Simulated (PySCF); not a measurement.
# C₄H₈AsNSi: magnetic properties

Wanted: magnetic properties for C₄H₈AsNSi (`[H]/N=C\C#CC[SiH2][AsH2]`).

Programs: PySCF 2.14.0, with routines of our own; each step states its level. All values are computed. Atoms count from 0.

## 1. The starting structure

15 atoms, charge 0, multiplicity 1; geometry from: GFN2-xTB.

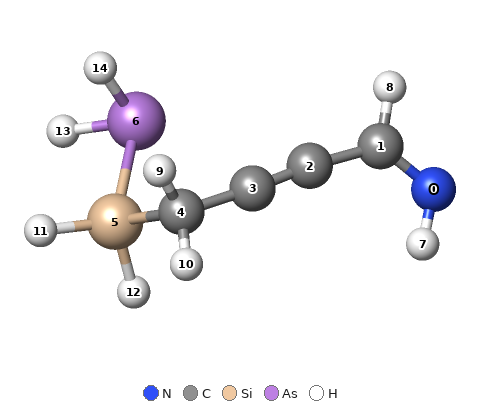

The starting geometry (nitrogen blue, carbon grey, silicon light orange, arsenic purple, hydrogen white).

## 2. Magnetic properties: GIAO KT3/pcSseg-1

The job: settings as JSON, then the geometry in Å.

```
{"job": {"kind": "mag", "xc": "KT3", "basis": "pcSseg-1", "isotopologues": 2}, "charge": 0, "multiplicity": 1}
N     -3.718332    -0.360577     1.008672
C     -2.848393     0.486079     0.659557
C     -1.658692     0.238756    -0.066422
C     -0.703224    -0.078559    -0.735411
C      0.498722    -0.395805    -1.444631
Si     1.930727    -0.624522    -0.169350
As     1.711804     1.054994     1.425610
H     -3.516395    -1.318169     0.719837
H     -3.024418     1.520847     0.947525
H      0.744366     0.417227    -2.130979
H      0.359768    -1.304294    -2.030188
H      3.165571    -0.672066    -0.972624
H      1.759325    -1.956357     0.435814
H      3.134876     0.887871     1.873195
H      2.159881     2.112563     0.457484
```

With the program's defaults for keys left out, this is: GIAO KT3/pcSseg-1 magnetisability, rotational g tensor and spin-rotation constants, non-relativistic, gas phase.

Command:

```bash
OMP_NUM_THREADS=1 python excited_run.py task.json out
```

The driver reads the jobs from task.json and runs them one after another.

Log:

```text
coarse grid: 59360 points
cycle   1  E = -2751.0190651737  dE = -1.111e-01  |g| = 6.527e-01  |ddm| = 3.945e+00
cycle   2  E = -2750.8993996886  dE =  1.197e-01  |g| = 8.690e-01  |ddm| = 1.956e+00
cycle   3  E = -2751.0521157905  dE = -1.527e-01  |g| = 4.184e-01  |ddm| = 1.523e+00
cycle   4  E = -2751.0924919016  dE = -4.038e-02  |g| = 1.366e-01  |ddm| = 5.159e-01
cycle   5  E = -2751.0968521719  dE = -4.360e-03  |g| = 6.866e-02  |ddm| = 2.053e-01
cycle   6  E = -2751.0979556235  dE = -1.103e-03  |g| = 2.468e-02  |ddm| = 7.573e-02
cycle   7  E = -2751.0981160416  dE = -1.604e-04  |g| = 4.118e-03  |ddm| = 3.130e-02
cycle   8  E = -2751.0981209024  dE = -4.861e-06  |g| = 1.154e-03  |ddm| = 7.397e-03
final grid: 123800 points
cycle   9  E = -2751.0981055643  dE =  2.971e-07  |g| = 1.802e-03  |ddm| = 5.651e-03
cycle  10  E = -2751.0981040332  dE =  1.531e-06  |g| = 3.131e-03  |ddm| = 6.352e-03
cycle  11  E = -2751.0981060352  dE = -2.002e-06  |g| = 1.028e-03  |ddm| = 3.955e-03
cycle  12  E = -2751.0981063312  dE = -2.960e-07  |g| = 9.469e-05  |ddm| = 9.860e-04
cycle  13  E = -2751.0981063335  dE = -2.299e-09  |g| = 2.622e-05  |ddm| = 1.795e-04
cycle  14  E = -2751.0981063336  dE = -1.473e-10  |g| = 1.045e-05  |ddm| = 3.288e-05
converged SCF energy = -2751.0981063336

Magnetisability tensor (1e-30 J/T^2)
    -1525.06       46.90      -18.20
       46.90    -1350.07       25.01
      -18.20       25.01    -1536.16
isotropic -1470.43   principal values   -1561.13  -1513.86  -1336.30
isotropic susceptibility -88.551 1e-6 cm^3/mol

Inertial axes            a          b          c
rot. const./GHz      2.0549     0.7041     0.5594
chi total           -91.085    -88.106    -86.464
chi diamagnetic    -690.962  -1722.538  -2132.556
chi paramagnetic    599.877   1634.432   2046.092
quadrupole/D A      -13.675      6.873      6.802
g nuclear            0.5629     0.5301     0.5289
g electronic        -0.5791    -0.5406    -0.5377
g total             -0.0163    -0.0106    -0.0088

Spin-rotation constants (kHz, H = +C I.J)
atom  isotope        aa         bb         cc
  0    14N        0.296      0.139      0.115
  6   75As        2.051      0.702      0.451
  7     1H       -0.217      0.035      0.013
  8     1H       -0.199      0.013     -0.003
  9     1H       -0.206     -0.077      0.010
 10     1H       -0.196     -0.001     -0.050
 11     1H       -0.021     -0.028     -0.045
 12     1H       -0.181     -0.064      0.023
 13     1H        0.006     -0.071     -0.061
 14     1H       -0.208     -0.069     -0.004
  1    13C*       0.621      0.274      0.168
  2    13C*       0.420      0.132      0.189
  3    13C*       0.439      0.160      0.182
  4    13C*       0.261      0.086      0.075
  5   29Si*      -1.143     -0.387     -0.338
* in the singly substituted isotopologue

Isotopologues: g along a, b, c
2H    at 7,8,9,10,11,12    -0.0142    -0.0099    -0.0082
15N   at 0                 -0.0161    -0.0103    -0.0086
```

Wall time 84 s (1 thread of Arm Neoverse N1, shared host); peak memory 0.71 GiB.

Key values:

| quantity | value |
| --- | --- |
| magnetisability | -1470·10⁻³⁰ J/T² |
| molar susceptibility | -88.6·10⁻⁶ cm³/mol |
| rotational g (a, b, c) | -0.0163, -0.0106, -0.0088 |

The fields below are evaluated on a grid from the run's orbitals.

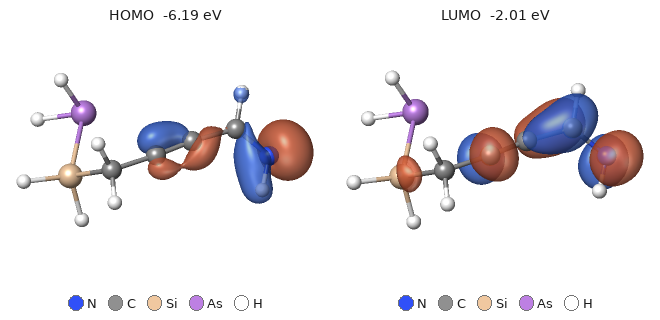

Frontier orbitals at KT3/pcSseg-1; each surface holds 70 % of the orbital's density, blue and red mark the sign.

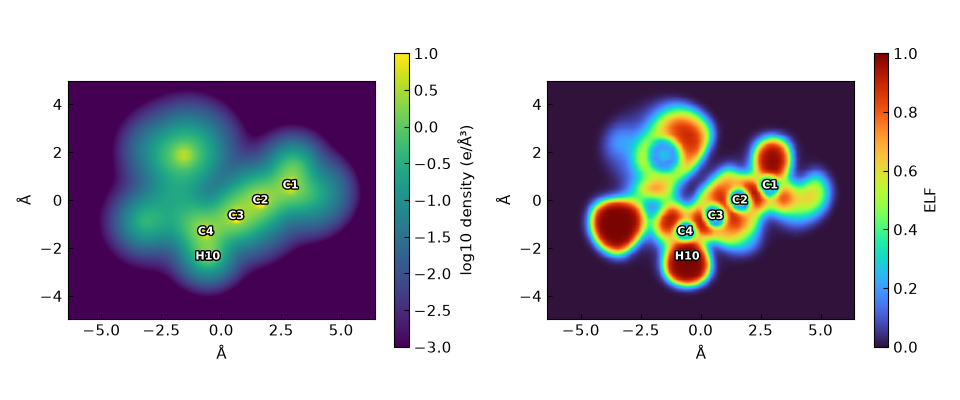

Density (left) and ELF (right) in a plane through or near 5 of the atoms.

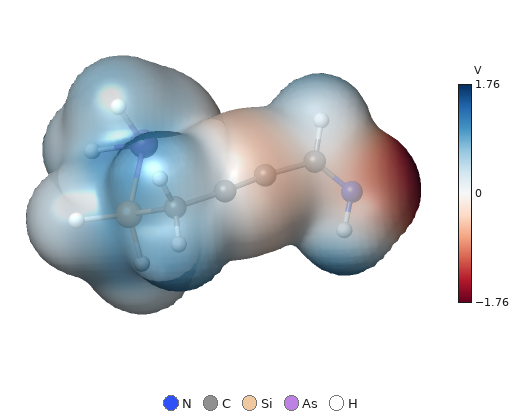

The potential that a unit positive charge feels on the 0.002 e/bohr³ surface, from the 1st to the 99th percentile, from -1.76 V near N0 to 1.15 V near H9.

## 3. Magnetic properties: common gauge origin HCTH407/pcseg-1

Settings changed since step 2:

```diff
@@ -1,2 +1,2 @@
-{"job": {"kind": "mag", "xc": "KT3", "basis": "pcSseg-1", "isotopologues": 2}, "charge": 0, "multiplicity": 1}
+{"job": {"kind": "mag", "xc": "HCTH407", "basis": "pcseg-1", "gauge": [0, 0, 0]}, "charge": 0, "multiplicity": 1}
 N     -3.718332    -0.360577     1.008672
```

Level: common gauge origin HCTH407/pcseg-1 magnetisability, rotational g tensor and spin-rotation constants, non-relativistic, gas phase.

Log:

```text
coarse grid: 59360 points
cycle   1  E = -2738.1301039681  dE = -9.669e-02  |g| = 5.066e-01  |ddm| = 4.465e+00
cycle   2  E = -2738.0233347737  dE =  1.068e-01  |g| = 8.159e-01  |ddm| = 1.960e+00
cycle   3  E = -2738.1779363223  dE = -1.546e-01  |g| = 2.992e-01  |ddm| = 1.342e+00
cycle   4  E = -2738.2012506713  dE = -2.331e-02  |g| = 7.282e-02  |ddm| = 4.036e-01
cycle   5  E = -2738.2023312196  dE = -1.081e-03  |g| = 4.514e-02  |ddm| = 1.259e-01
cycle   6  E = -2738.2028126460  dE = -4.814e-04  |g| = 1.389e-02  |ddm| = 5.685e-02
cycle   7  E = -2738.2028671392  dE = -5.449e-05  |g| = 2.478e-03  |ddm| = 2.089e-02
cycle   8  E = -2738.2028691728  dE = -2.034e-06  |g| = 5.554e-04  |ddm| = 4.972e-03
final grid: 123800 points
cycle   9  E = -2738.2027299804  dE = -6.070e-08  |g| = 9.429e-04  |ddm| = 5.991e-03
cycle  10  E = -2738.2027295019  dE =  4.785e-07  |g| = 1.640e-03  |ddm| = 3.460e-03
cycle  11  E = -2738.2027301697  dE = -6.677e-07  |g| = 4.865e-04  |ddm| = 2.272e-03
cycle  12  E = -2738.2027302289  dE = -5.925e-08  |g| = 5.923e-05  |ddm| = 5.388e-04
cycle  13  E = -2738.2027302298  dE = -8.513e-10  |g| = 2.065e-05  |ddm| = 1.131e-04
converged SCF energy = -2738.2027302298

Magnetisability tensor (1e-30 J/T^2)
    -6634.37     1549.23     1598.89
     1549.23   -15947.60     1741.24
     1598.89     1741.24   -14006.66
isotropic -12196.21   principal values  -17000.61 -13643.58  -5944.44
isotropic susceptibility -734.473 1e-6 cm^3/mol

Inertial axes            a          b          c
rot. const./GHz      2.0549     0.7041     0.5594
chi total          -365.054   -816.332  -1022.033
chi diamagnetic    -691.036  -1723.103  -2133.120
chi paramagnetic    325.982    906.771   1111.087
quadrupole/D A      -14.229      7.151      7.079
g nuclear            0.5629     0.5301     0.5289
g electronic        -0.3147    -0.2999    -0.2920
g total              0.2482     0.2301     0.2369

Spin-rotation constants (kHz, H = +C I.J)
atom  isotope        aa         bb         cc
  0    14N        0.288      0.159      0.130
  6   75As        1.862      0.637      0.380
  7     1H       -0.389      0.161     -0.054
  8     1H       -0.084     -0.180     -0.079
  9     1H       -0.124     -0.280     -0.163
 10     1H        0.355     -0.234     -0.042
 11     1H        0.193      0.197      0.257
 12     1H       -0.052     -0.118     -0.164
 13     1H       -0.296      0.933      0.689
 14     1H       -0.819      0.226      0.056
  1    13C*       0.548      0.217      0.110
  2    13C*       0.260      0.037      0.081
  3    13C*       0.300      0.036      0.051
  4    13C*       0.174     -0.035     -0.011
  5   29Si*      -1.128     -0.433     -0.320
* in the singly substituted isotopologue
```

Wall time 33 s (1 thread of Arm Neoverse N1, shared host); peak memory 0.61 GiB.

A normal end doesn't make this result sound: a common gauge origin replaces GIAOs, so the magnetic properties depend on where the origin lies.

## 4. Summary of results

```
                                          quantity                               value
       magnetisability (step 2, GIAO KT3/pcSseg-1)                    -1470·10⁻³⁰ J/T²
  molar susceptibility (step 2, GIAO KT3/pcSseg-1)                  -88.6·10⁻⁶ cm³/mol
rotational g (a, b, c) (step 2, GIAO KT3/pcSseg-1)           -0.0163, -0.0106, -0.0088
             surface potential, 1st and 99th percentile                  -1.76 V and 1.15 V
                                              runs  0 failed, 1 ended on unsound input
```

In words: Steps that list no spin-orbit terms leave them out, which matters at and beside the heavy atoms. At KT3/pcSseg-1, counted by nearest atom on the grid, the HOMO lies on N0 60 %; C2, C3 about 10 % each, the LUMO on N0 29 %; C1, C3 about 22 % each. Vibrational averaging and real surroundings are missing from these values.
